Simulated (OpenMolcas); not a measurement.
## Co²⁺ complex: multiconfigurational calculation

- system: Co²⁺ with 4 ligands (Cl; tetrahedron, 2.47 Å), neutralised by 4 outer point charges of +0.5 e, whose field is part of the energies.
- method: state-averaged SS-CASPT2, IPEA shift 0.25, real shift 0.3 hartree, closed shells 3s 3p of the metal and the valence shells of the ligands correlated, active space 7 electrons in the shell 3d, basis ANO-RCC-VTZP on the metal and ANO-RCC-VDZP on the ligands, DKH2 scalar Hamiltonian, spin-orbit coupling by RASSI with atomic mean-field integrals (OpenMolcas)

## Log (extracts)
```
--- CASPT2 ---
Orbital specifications:
      -----------------------

      Symmetry species                           1
                                                 a
      Frozen orbitals                           25
      Inactive orbitals                         20
      Active orbitals                            5
      Secondary orbitals                        81
      Deleted orbitals                           0
      Number of basis functions                131
Type of calculation                        SS-CASPT2
      Fock operator                              state-specific
      IPEA shift                                 0.25
      Real shift                                 0.30
      Imaginary shift                            0.00
      The input orbitals will be transformed to quasi-canonical
Reference energy:       -3236.3588204364
      E2 (Non-variational):      -1.0720462956
      Shift correction:          -0.0846817202
      E2 (Variational):          -1.1567280158
      Total energy:           -3237.5155484522
      Residual norm:              0.0000001339
      Reference weight:           0.77987
      Contributions to the CASPT2 correlation energy
      Active & Virtual Only:         -0.1827162889
      One Inactive Excited:          -0.2512681443
      Two Inactive Excited:          -0.6380618624
Reference energy:       -3236.3518172105
      E2 (Non-variational):      -1.0739157595
      Shift correction:          -0.0849898120
      E2 (Variational):          -1.1589055715
      Total energy:           -3237.5107227820
      Residual norm:              0.0000005405
      Reference weight:           0.77924
      Contributions to the CASPT2 correlation energy
      Active & Virtual Only:         -0.1843949544
      One Inactive Excited:          -0.2518659957
      Two Inactive Excited:          -0.6376548094
::    CASPT2 Root  1     Total energy:  -3237.51554845
::    CASPT2 Root  2     Total energy:  -3237.51072278
::    CASPT2 Root  3     Total energy:  -3237.50867651
::    CASPT2 Root  4     Total energy:  -3237.51004276
::    CASPT2 Root  5     Total energy:  -3237.50043962
::    CASPT2 Root  6     Total energy:  -3237.50212515
::    CASPT2 Root  7     Total energy:  -3237.50058185
::    CASPT2 Root  8     Total energy:  -3237.44359104
::    CASPT2 Root  9     Total energy:  -3237.44393244
::    CASPT2 Root 10     Total energy:  -3237.44365304
--- CASPT2 ---
Orbital specifications:
      -----------------------

      Symmetry species                           1
                                                 a
      Frozen orbitals                           25
      Inactive orbitals                         20
      Active orbitals                            5
      Secondary orbitals                        81
      Deleted orbitals                           0
      Number of basis functions                131
Type of calculation                        SS-CASPT2
      Fock operator                              state-specific
      IPEA shift                                 0.25
      Real shift                                 0.30
      Imaginary shift                            0.00
      The input orbitals will be transformed to quasi-canonical
Reference energy:       -3236.2703648715
      E2 (Non-variational):      -1.0894722652
      Shift correction:          -0.0865991684
      E2 (Variational):          -1.1760714337
      Total energy:           -3237.4464363051
      Residual norm:              0.0000004618
      Reference weight:           0.77600
      Contributions to the CASPT2 correlation energy
      Active & Virtual Only:         -0.1886532503
      One Inactive Excited:          -0.2601852574
      Two Inactive Excited:          -0.6406337575
Reference energy:       -3236.2703648714
      E2 (Non-variational):      -1.0893002112
      Shift correction:          -0.0865725080
      E2 (Variational):          -1.1758727192
      Total energy:           -3237.4462375906
      Residual norm:              0.0000004459
      Reference weight:           0.77605
      Contributions to the CASPT2 correlation energy
      Active & Virtual Only:         -0.1886218667
      One Inactive Excited:          -0.2600410952
      Two Inactive Excited:          -0.6406372493
::    CASPT2 Root  1     Total energy:  -3237.44643631
::    CASPT2 Root  2     Total energy:  -3237.44623759
::    CASPT2 Root  3     Total energy:  -3237.44561992
::    CASPT2 Root  4     Total energy:  -3237.44558560
::    CASPT2 Root  5     Total energy:  -3237.44568845
::    CASPT2 Root  6     Total energy:  -3237.44546435
::    CASPT2 Root  7     Total energy:  -3237.44123442
::    CASPT2 Root  8     Total energy:  -3237.44126046
::    CASPT2 Root  9     Total energy:  -3237.44122650
::    CASPT2 Root 10     Total energy:  -3237.42625430
::    CASPT2 Root 11     Total energy:  -3237.42614791
::    CASPT2 Root 12     Total energy:  -3237.42637707
::    CASPT2 Root 13     Total energy:  -3237.42091292
::    CASPT2 Root 14     Total energy:  -3237.42078316
::    CASPT2 Root 15     Total energy:  -3237.42093061
::    CASPT2 Root 16     Total energy:  -3237.41667475
::    CASPT2 Root 17     Total energy:  -3237.41603262
::    CASPT2 Root 18     Total energy:  -3237.41361995
::    CASPT2 Root 19     Total energy:  -3237.41425359
::    CASPT2 Root 20     Total energy:  -3237.41454867
::    CASPT2 Root 21     Total energy:  -3237.41678885
::    CASPT2 Root 22     Total energy:  -3237.41647924
::    CASPT2 Root 23     Total energy:  -3237.41649084
::    CASPT2 Root 24     Total energy:  -3237.41146159
::    CASPT2 Root 25     Total energy:  -3237.41112155
::    CASPT2 Root 26     Total energy:  -3237.41190050
::    CASPT2 Root 27     Total energy:  -3237.40377423
::    CASPT2 Root 28     Total energy:  -3237.40346881
::    CASPT2 Root 29     Total energy:  -3237.35848153
::    CASPT2 Root 30     Total energy:  -3237.35575872
```

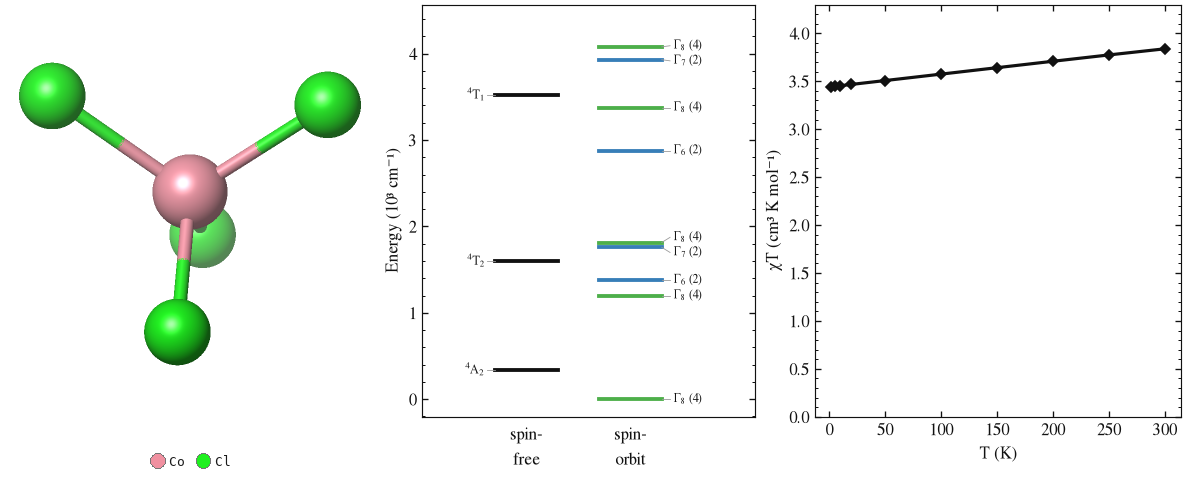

*Co²⁺ (3d⁷) with 4 ligands, Cl⁻, at 2.47 Å (arrangement: tetrahedron, Td), neutralised by outer point charges of +0.5 e, and its levels and susceptibility. Labels give the representation in O, Td, D4 or D3 as the site allows (double group for half-integer spin) where it could be assigned and, in brackets, the degeneracy; spin-free states, where drawn, share the zero of the spin-orbit levels. Powder susceptibility by Van Vleck's formula.*

The ground level is Γ₈, 4-fold degenerate, 100 % from states of spin multiplicity 4. The next level lies at 1,200 cm⁻¹ (Γ₈). The lowest spin-free state is ⁴A₂, from the free-ion F term; of the same spin there follow at 1,260 cm⁻¹ (⁴T₂) and 3,180 cm⁻¹ (⁴T₁) above it. χT is 3.44 cm³ K mol⁻¹ at 2 K and 3.84 at 300 K, an effective moment of 5.54 μB.

## Input file
```
&GATEWAY
Coord
5

Co 0.0 0.0 0.0
Cl 1.426055 1.426055 1.426055
Cl 1.426055 -1.426055 -1.426055
Cl -1.426055 1.426055 -1.426055
Cl -1.426055 -1.426055 1.426055
Basis=Co.ANO-RCC-VTZP,Cl.ANO-RCC-VDZP
Group=NoSym
NoMove
AngMom=0.0 0.0 0.0
AMFI
RICD
XField
4 Angstrom 0
2.811696 2.811696 2.811696 0.500000
2.811696 -2.811696 -2.811696 0.500000
-2.811696 2.811696 -2.811696 0.500000
-2.811696 -2.811696 2.811696 0.500000
&SEWARD
&RASSCF
FileOrb=start.orb
Symmetry=1
Spin=4
nActEl=7 0 0
Inactive=45
Ras2=5
CIRoot=10 10 1
SDav=10
CIMx=300
Iter=150 100
PrWF=0.3
OrbListing=Nothing
MaxOrb=0
LevShft=1.0
>>> COPY $Project.JobIph JOB001
&RASSCF
FileOrb=start.orb
Symmetry=1
Spin=2
nActEl=7 0 0
Inactive=45
Ras2=5
CIRoot=40 40 1
SDav=40
CIMx=300
Iter=150 100
PrWF=0.3
OrbListing=Nothing
MaxOrb=0
LevShft=1.0
>>> COPY $Project.JobIph JOB002
&RASSI
NrOfJobIphs=2 10 40
1 2 3 4 5 6 7 8 9 10
1 2 3 4 5 6 7 8 9 10 11 12 13 14 15 16 17 18 19 20 21 22 23 24 25 26 27
28 29 30 31 32 33 34 35 36 37 38 39 40
IphNames
JOB001
JOB002
EJob
SpinOrbit
DIPRint=1.0
SOCoupling=1000.0
Subsets=2
Property=9
'ANGMOM' 1 'ANGMOM' 2 'ANGMOM' 3 'MLTPL  1' 1 'MLTPL  1' 2 'MLTPL  1' 3
'AMFI' 1 'AMFI' 2 'AMFI' 3
SOProperty=3
'ANGMOM' 1 'ANGMOM' 2 'ANGMOM' 3
>>> COPY JOB001 $Project.JobIph
&CASPT2
Multistate=10 1 2 3 4 5 6 7 8 9 10
NoMult
Frozen=25
IPEA=0.25
Shift=0.3
MaxIter=60
WThr=0.0 0.3 0.05
PrWF=0.5
NoMix
>>> COPY JOB002 $Project.JobIph
&CASPT2
Multistate=40 1 2 3 4 5 6 7 8 9 10 11 12 13 14 15 16 17 18 19 20 21 22
23 24 25 26 27 28 29 30 31 32 33 34 35 36 37 38 39 40
NoMult
Frozen=25
IPEA=0.25
Shift=0.3
MaxIter=60
WThr=0.0 0.3 0.05
PrWF=0.5
NoMix
```

The file start.orb holds starting orbitals from an earlier step. A driver script formed the levels outside the program, from RASSI's spin-orbit matrix and the CASPT2 energies (for multi-state variants, the effective Hamiltonian), averaged over the components of each term or state. The log and the time are those of the CASPT2 step.

Launched with:
```bash
OMP_NUM_THREADS=1 MOLCAS_MEM=2457 MOLCAS_PROJECT=a pymolcas a.inp > a.log  # once for each step of the input, in one work folder
```

## Summary

| quantity | value |
| --- | --- |
| outcome | converged; degenerate states are split by up to 449 cm⁻¹ |
| energy of the lowest spin-free term | −3237.51555 hartree |
| energy of the lowest spin-orbit level | −3237.51709 hartree |
| CASPT2 correlation energy | −1.1567 hartree |
| largest spread among components of a term | 449.1 cm⁻¹ |
| lowest reference weight | 0.768 |
| hardware | 1 thread of Arm Neoverse V1, 24 GiB of memory available, shared host |
| wall time | 6 min |
| peak memory | 0.29 GiB |

## Notes

The components of ⁴T2, which symmetry makes degenerate, are split by 449 cm⁻¹ in CASPT2, and those of 9 more by over 50 cm⁻¹. This is an artefact; the levels of such states rest on averages and are uncertain by about as much. Caveats: with a single d shell and no ligand orbitals active, the ligand field and the g values of a late 3d ion can be well off; distances are set from ionic radii, not optimised.
